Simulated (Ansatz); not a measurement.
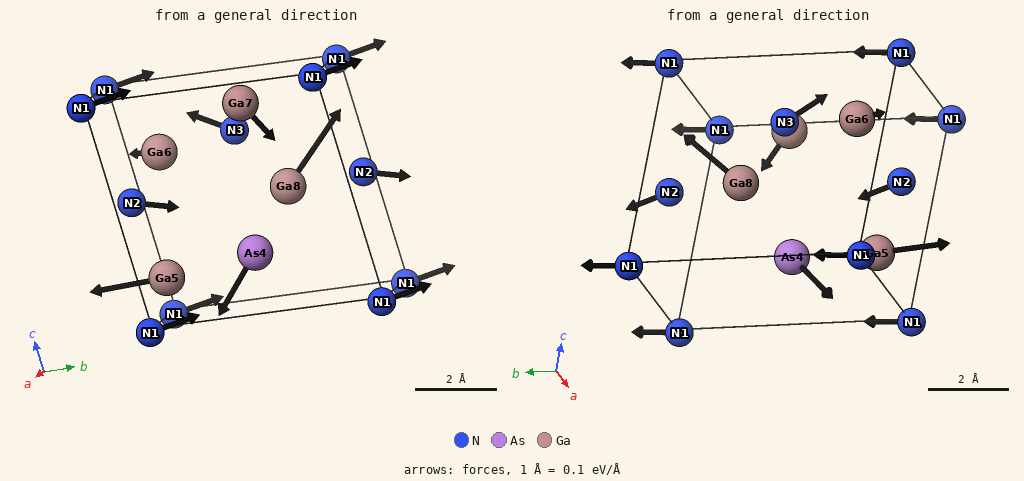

Crystal structure, spheres-only style, seen from two general directions. The frame is the cell (the run's own, in a reduced setting); atoms at its boundary are shown with their periodic copies. The arrows are the computed forces on the atoms.

System: Ga$_{4}$AsN$_{3}$. Theory: Ansatz, DFT, PBE, plane waves, PAW. Numerical settings: plane waves up to 420 eV, k-points about 0.27 Å⁻¹ apart, Fermi-Dirac smearing of 0.02 eV, no spin polarisation.

Has this structure been optimised to equilibrium?

Answer. No. The atoms still feel forces of up to about 0.2 eV/Å, above a usual threshold of 0.01 to 0.03 eV/Å.

Which atom is furthest from force balance?

Answer. Ga8, about 0.2 eV/Å.

The starting point was a structure type filled with these elements by a generator (whether the compound takes this form wasn't checked). Earlier steps of the study may have refined or changed the cell and positions. Ansatz was used for an electronic-structure calculation on it.
